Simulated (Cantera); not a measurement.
Charge: 1 mol Si3N4, 0.018 mol H2O, 1.1 mol N2, 1.9 mol O2, held at 13.3 mbar.

Equilibrium computed with Cantera from the NASA thermochemical tables; the gas is ideal and each condensed phase is pure. Candidate condensed phases: H2O, Si, SiO2, Si2N2O, Si3N4; 35 gas species. Mutual solubility and eutectic melting of coexisting phases are not modelled. The tables hold silica as quartz up to 1696 K and as liquid above; real silica turns to tridymite and cristobalite and melts near 1996 K. Kinetics and transport are ignored.

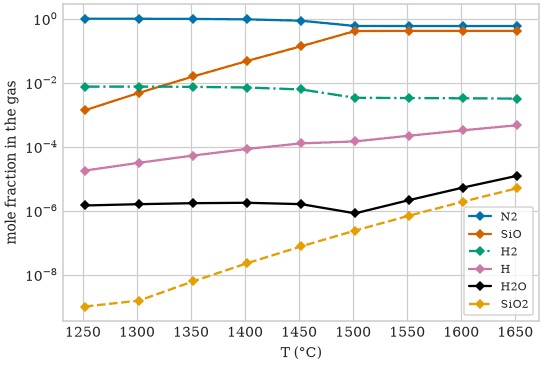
Figure. Equilibrium gas composition (values under 1e-9 drawn at 1e-9)

Question: Read off the mole fractions at 1252 °C.

Answer: N2 about 0.99, H2 about 0.0075, SiO about 0.0014, H about 1.8e-5, H2O about 1.4e-6.
